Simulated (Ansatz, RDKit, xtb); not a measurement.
CH4 (SMILES C) and CH4S (SMILES CS) are pulled apart as rigid monomers along the line of their centres of mass, from the B3LYP-D3(BJ)/def2-TZVP minimum. Starting geometry (charge 0, multiplicity 1):
```xyz
11

C     -0.0525     0.0752    -0.0999
H     -1.1168     0.0208     0.1285
H      0.4935     0.4084     0.7816
H      0.3037    -0.9091    -0.4018
H      0.1048     0.7805    -0.9149
C     -0.2663    -1.2691     3.4919
S      0.2452     0.4381     3.8727
H     -0.2885    -1.4427     2.4184
H      0.4859    -1.9171     3.9387
H     -1.2338    -1.4986     3.9332
H     -0.7735     1.0574     3.2547
```

Interaction energies with rigid monomers; basis-set methods are counterpoise corrected unless marked otherwise.

The values were computed with Ansatz (Gaussian basis) for Hartree–Fock, density functionals and correlated methods; RDKit for the force fields; xtb for the GFN methods. 

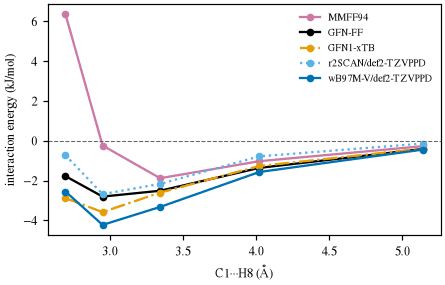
Fig. 1. Interaction energy against separation

**Question.** Which level binds most strongly at C1···H8 = 2.95, and by how much?

**Answer.** wB97M-V/def2-TZVPPD, -4 kJ/mol.

Ansatz is a first-principles code.
